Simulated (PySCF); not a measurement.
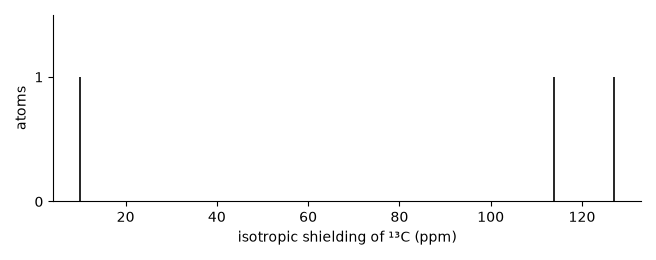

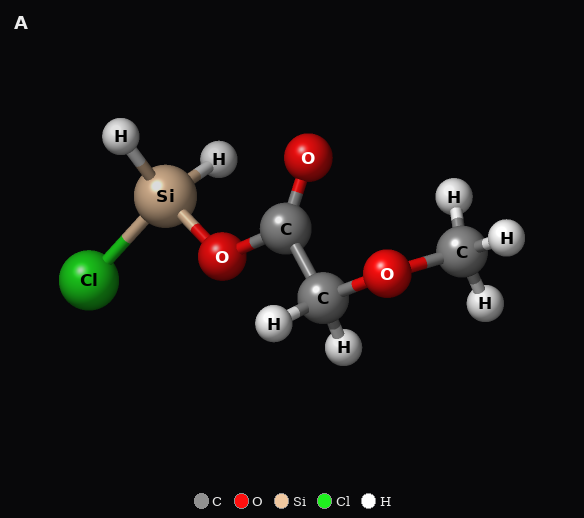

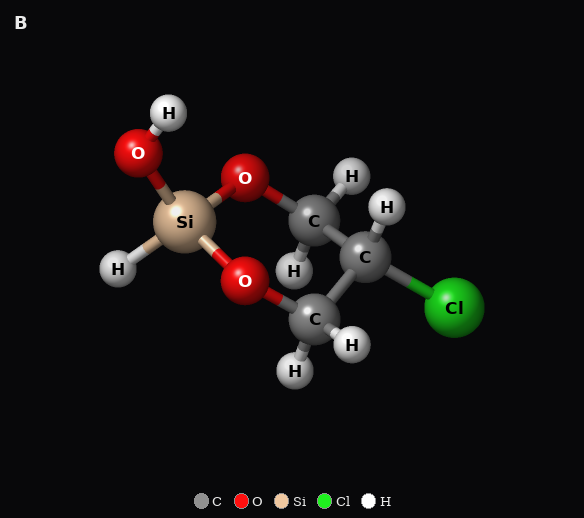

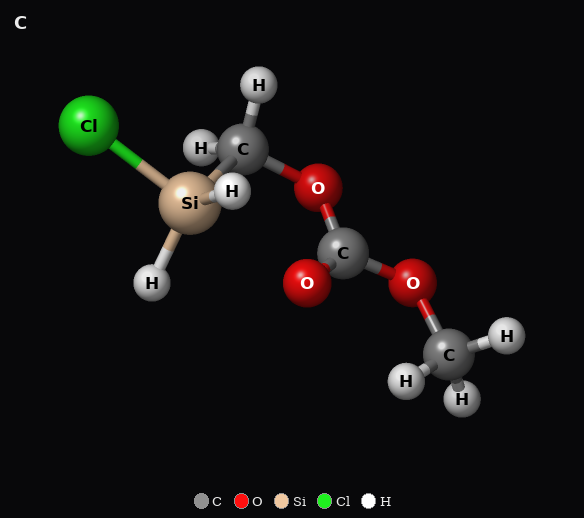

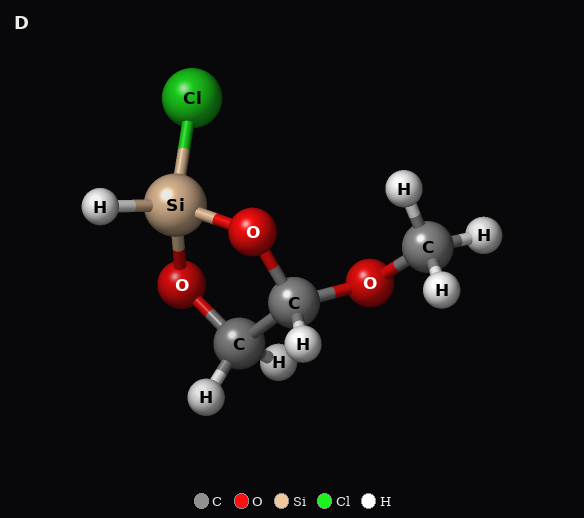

The sticks are computed shieldings of one of the molecules, for one fixed geometry (GFN2-xTB) without averaging over rotations. Low shielding means a high chemical shift. Method: GIAO PBE0/pcSseg-1 NMR shielding, non-relativistic, gas phase (PySCF 2.14.0).

**Which molecule gives this pattern?**

A, `COCC(=O)O[SiH2]Cl`. Its 3 C atoms give lines at 10.0, 113.9, 127.1 ppm.

The geometry is semi-empirical. Around Si such bond lengths and angles can be off by a tenth of an ångström or more and by several degrees, and values that hang on the shape move with them.
